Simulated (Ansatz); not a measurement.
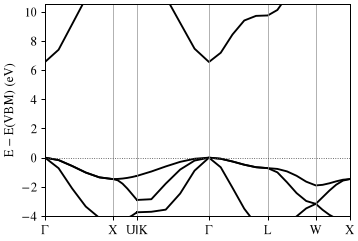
Band structure from the program Ansatz at the HSE06 level (PAW)

**Question.** Read off the gap and where the band edges lie.

**Answer.** About 6.6 eV (6.56 eV among the points solved); maximum at Γ, minimum at Γ.

The material is MgO (rock salt, space group No. 225).

Space group Fm-3m (rock salt). The cell was relaxed with HSE06 under the symmetry of its start. The hybrid was solved on a coarse mesh, the path and, where they were found, the r²SCAN edge points; its band edges are the extreme levels among these.

Potentials: the later of the program's two PAW sets.
